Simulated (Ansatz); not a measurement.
The calculation's input:

```
crystal:
  periodic: [false, false, false]
  atoms:
    - {symbol: B, position_ang: [-0.654561, 0.819084, -0.198703]}
    - {symbol: C, position_ang: [0.512620, -0.121594, -0.333487]}
    - {symbol: C, position_ang: [0.559495, -1.119069, 0.537767]}
    - {symbol: O, position_ang: [0.560963, -1.966090, 1.310257]}
    - {symbol: H, position_ang: [-0.756510, 1.739612, -0.952762]}
    - {symbol: H, position_ang: [-1.468882, 0.640166, 0.658296]}
    - {symbol: H, position_ang: [1.307976, -0.060108, -1.067066]}
basis:
  gaussian: {orbitals: def2-TZVPP}
hamiltonian: {xc: pbe0, dispersion: d4}
output: {orbitals: {seedname: orbitals}}
```

Run with:

```sh
ansatz run in.yaml --threads 2 --pin off --events-out ev --progress --plain --max-ram 4352MiB
```

Geometry: PBE0-D4/def2-TZVP.

All numbers below come from RKS PBE0-D4/def2-TZVPP in Ansatz.

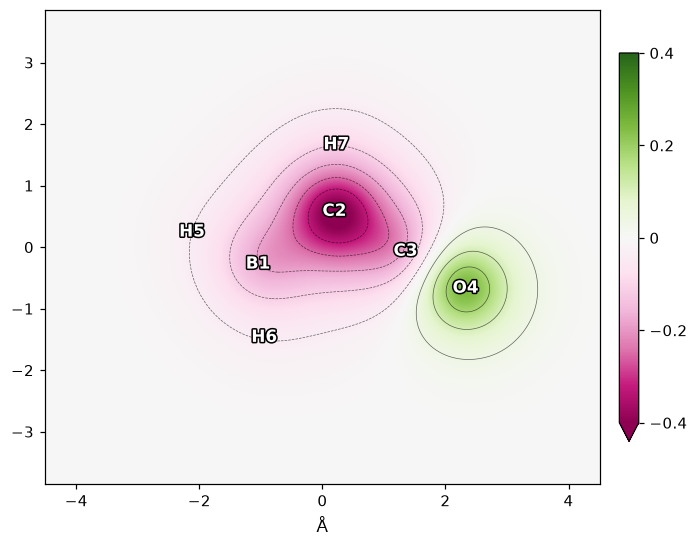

C₂H₃BO (SMILES BC=C=O). One frontier orbital on a plane 0.8 Å above the molecular plane (values in Å⁻³ᐟ²; the overall sign is arbitrary).

### Which orbital is it: HOMO or LUMO?

The HOMO, at −7.99 eV. By Hirshfeld shares it lies mainly on C2 (about 45 %), O4 (about 20 %), C3 (about 15 %) and B1 (about 15 %); it changes sign across the molecular plane (π type); π-bonding across B1–C2 and C2–C3; π-antibonding (a node) across C3–O4.
